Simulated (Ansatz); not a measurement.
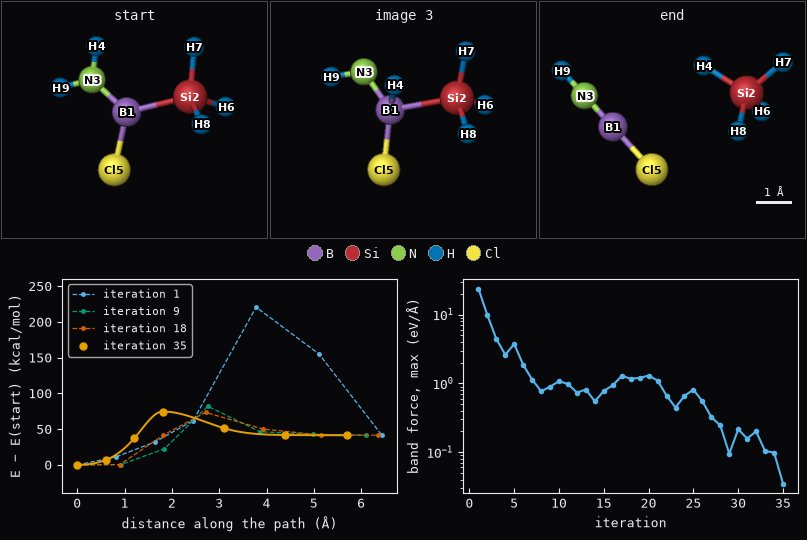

NEB run on BSiNH₅Cl. Images are numbered from 0 (start) to 6 (end). The plot follows the band through its iterations. Style: ball-and-stick. Shown at a tilt.

All numbers below come from RKS PBE0/def2-SVP in Ansatz 0.2.0. Settings: 5 movable images; climbing image; force threshold 0.05 eV/Å; iteration limit 60; starting path through a guess of the saddle point.

### Did the band converge, and can the barrier be trusted?

The result is final at these settings. The band converged in 35 iterations. The largest component of the band force went from 24 to 0.035 eV/Å. The climbing image converged on the top of the path. Its vibrational analysis gives one imaginary mode (1207i cm⁻¹), as a transition state must have. The first iteration put the highest image at 220.7 kcal/mol. The highest point, image 3, lies 74.7 kcal/mol above the start and 33.2 kcal/mol above the end; the end is at +41.6 kcal/mol relative to the start.

The run took 4.3 min on 2 threads of Intel(R) Xeon(R) Platinum 8488C (Sapphire Rapids), with other jobs on the host, peak memory 0.2 GiB.
